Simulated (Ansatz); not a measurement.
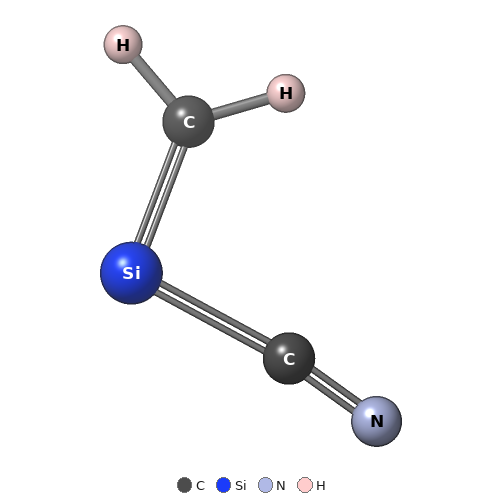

All atoms lie in one plane, which faces the viewer. Charge −1, singlet. Computed geometry: PBE0-D4/def2-TZVPD optimisation. No frequency run is at hand to confirm it as a minimum.

### List the symmetry elements and name the point group.

It has 1 mirror plane, so the point group is Cs. The group has 2 operations. The geometry is achiral, and symmetry allows a dipole moment.
